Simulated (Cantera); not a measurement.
Charge: 1 mol V₂O₅, 140 mol H₂, equilibrated at 68.0 mbar.

Method: chemical equilibrium by Gibbs-energy minimisation in Cantera with the NASA 1993 tables (ideal gas, pure condensed phases). Candidate condensed phases: H₂O, V, VO, V₂O₃, V₂O₄, V₂O₅; 12 gas species. Mutual solubility and eutectic melting of coexisting phases are not modelled. VO: taken at fixed stoichiometry. Condensed phases not in the tables: the oxides between V₂O₃ and V₂O₅ other than VO₂. The numbers say what is thermodynamically allowed, not how fast it happens.

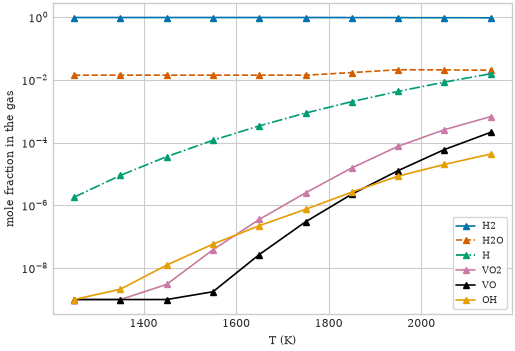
Figure: Equilibrium gas composition (values under 1e-9 drawn at 1e-9)

From 1250 K to 1750 K the condensed part is V₂O₃(s). At 1850 K the condensed part is VO(s) + V₂O₃(s). From 1950 K to 2050 K the condensed part is VO(s). At 2150 K the condensed part is VO(l).
